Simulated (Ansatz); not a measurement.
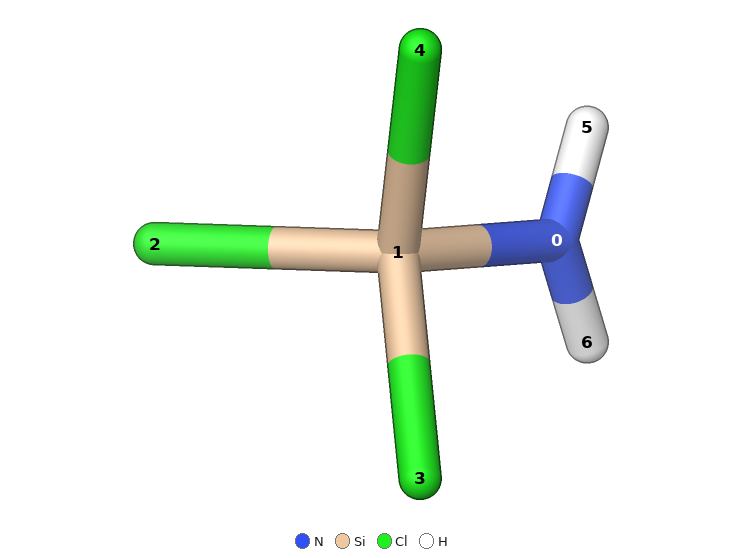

The picture shows the input geometry. Atoms are numbered from 0, in the order of the input.

Input file:

```yaml
crystal:
  periodic: [false, false, false]
  atoms:
    - {symbol: N, position_ang: [0.063975, 0.907950, 0.637815]}
    - {symbol: Si, position_ang: [-0.036920, -0.422904, -0.387652]}
    - {symbol: Cl, position_ang: [0.347498, -2.230365, 0.482922]}
    - {symbol: Cl, position_ang: [-1.926714, -0.514458, -1.127058]}
    - {symbol: Cl, position_ang: [1.324484, -0.184171, -1.876285]}
    - {symbol: H, position_ang: [0.958160, 1.270223, 0.925615]}
    - {symbol: H, position_ang: [-0.669183, 1.105827, 1.298844]}
basis:
  gaussian: {orbitals: def2-TZVPD}
hamiltonian: {xc: {name: wB97X-V}}
```

It was started with:

```sh
ansatz run in.yaml --threads 4 --pin off --events-out ev --progress --plain --max-ram 10444MiB
```

What the program printed:

```
Functional definition: wB97X-V
  name "wB97X-V"
  cite "Mardirossian & Head-Gordon, Phys. Chem. Chem. Phys. 16, 9904 (2014) doi:10.1039/C3CP54374A"
  cite "Becke, J. Chem. Phys. 107, 8554 (1997) doi:10.1063/1.475007"
  cite "Vydrov & Van Voorhis, J. Chem. Phys. 133, 244103 (2010) doi:10.1063/1.3521275"
  parameter omega = 0.3/bohr
  parameter cx = 0.167
  parameter cx1 = 0.603
  parameter cx2 = 1.194
  parameter css0 = 0.556
  parameter css1 = -0.257
  parameter cos0 = 1.219
  parameter cos1 = -1.850
  parameter b = 6.0
  parameter c = 0.01
  exchange = spin_sum(e_x_unif_sr(omega)*poly(b97_u_x, 1 - cx, cx1, cx2)) + cx*exact_x_sr(omega) + exact_x_lr(omega)
  correlation = spin_sum(e_c_pw_same_spin*poly(b97_u_same, css0, css1))
      + integral(e_c_pw_opposite_spin*poly(b97_u_opposite, cos0, cos1)) + vv10(b, c)
1432 factors; their error is unknown
345 factors; integrals over basis functions are off by at most 3.8e-5 eV
mean field evaluation 1: about -46964.2330 eV, gradient 4.8e1 eV
mean field evaluation 2: about -46964.9590 eV, gradient 4.4e1 eV
mean field evaluation 4: about -46968.4503 eV, gradient 1.3e0 eV
mean field evaluation 8: about -46968.4599 eV, gradient 2.4e-2 eV
mean field evaluation 16: about -46968.5171 eV, gradient 6.9e-5 eV
mean field -46968.51713842 eV, -1726.0611684324 hartree, gradient 6.9e-5 eV, S^2 0.000000; 0 other end points of the search recorded, 0 dependent functions left out
reference -46968.51713506 eV, -1726.0611683092 hartree; 37, 37 occupied and 199, 199 virtual orbitals, 1432 factors
Total energy: -46968.51713506 eV, -1726.0611683092 hartree
```

The run converged.
